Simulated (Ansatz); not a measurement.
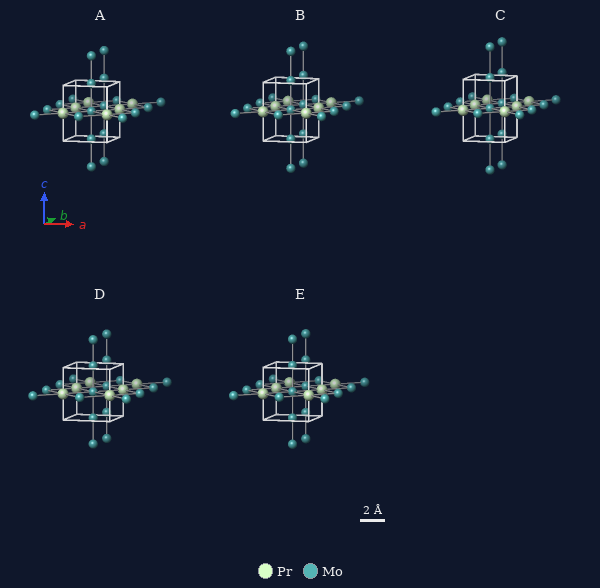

5 geometries from one relaxation of a crystal of PrMo$_{2}$ (a generated structure, set up in P4/mmm) (coarse preliminary run), in shuffled order. A ball-and-stick model of the cell of the calculation, repeated 1 × 2 × 1 with one cell outlined, seen slightly off an axis.

Level of theory: Ansatz 0.2.0, DFT PBE, scalar-relativistic, plane waves, PAW; 4f electrons in the core of a trivalent norm-conserving potential. (plane-wave cutoff 660 eV; k-point mesh 4 × 4 × 4; occupations gaussian; smearing width 0.1 eV; no spin polarisation; cell and atoms relaxed; force threshold 0.04 eV/Å; at most 70 steps)

Order the frames from highest to lowest energy.

C, B, A, E, D. They are steps 0, 1, 2, 3, 7, at +1.326 eV per cell of the calculation, +0.627 eV per cell of the calculation, +0.269 eV per cell of the calculation, +26.2 meV per cell of the calculation relative to the last. After 6 accepted moves (7 points after the start) the energy has fallen by 1.326 eV per cell of the calculation. All forces vanish by symmetry, so only the cell relaxes. Pressure: 1.94 GPa at the start and 0.03 GPa at the end. At 1 point the geometry stayed and the basis and grid were re-selected for the new cell (energy shift of 2.1 meV per cell of the calculation at most each time). No atom moves by more than 0.005 Å relative to the cell. The volume changes by +6.1 %, with a = b 3.754 → 4.198 Å (+11.8 %), c 5.348 → 4.535 Å (−15.2 %). Among the contacts that change: Mo–Mo 2.674 → 2.267 Å, Mo–Pr 2.654 → 2.969 Å. The space group stays P4/mmm (No. 123).

Limits of the set-up: the k-point mesh is coarse for a cell with partly filled bands.
